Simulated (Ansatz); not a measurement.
BHF2: a line through the functionals

BHF2: 4 atoms, total charge 0, spin state singlet. SMILES: `FBF`. The coordinates come from a PBE0-D4/def2-TZVP relaxation.

The HOMO–LUMO gap y, in eV, basis def2-TZVPP; a is the functional's share of exact exchange. Programs: Ansatz 0.2.0.

| functional | program | a | y (eV) |
| --- | --- | --- | --- |
| PBE | Ansatz | 0 | 7.74 |
| r2SCAN | Ansatz | 0 | 8.63 |
| B3LYP | Ansatz | 0.2 | 10.01 |
| PBE0 | Ansatz | 0.25 | ? |
| r2SCAN0 | Ansatz | 0.25 | 11.13 |
| BHLYP | Ansatz | 0.5 | 13.22 |

Q: Fit y = c + s·a to the known rows and predict PBE0.

A: 
1. Means of the 5 rows: a = 0.1900, y = 10.146.
2. Σ(Δa)² = 0.172, Σ(Δa·Δy) = 1.7558, so the slope is 1.7558/0.172 = 10.208.
3. Intercept: 10.146 − (10.208) × 0.1900 = 8.206. The largest residual of the fit is 0.47.
4. PBE0: 8.206 + (10.208) × 0.25 = 10.76 eV.

The run gave 10.54 eV, so the prediction is off by +0.22 eV, within the largest residual. Exact exchange lowers occupied levels and raises empty ones. The rows mix families of semi-local functionals, which the line can't see.

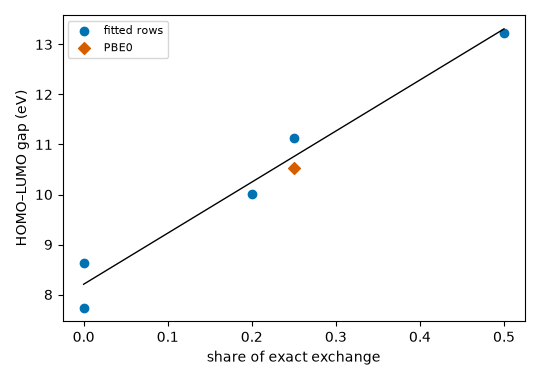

The fitted line, with the withheld row.
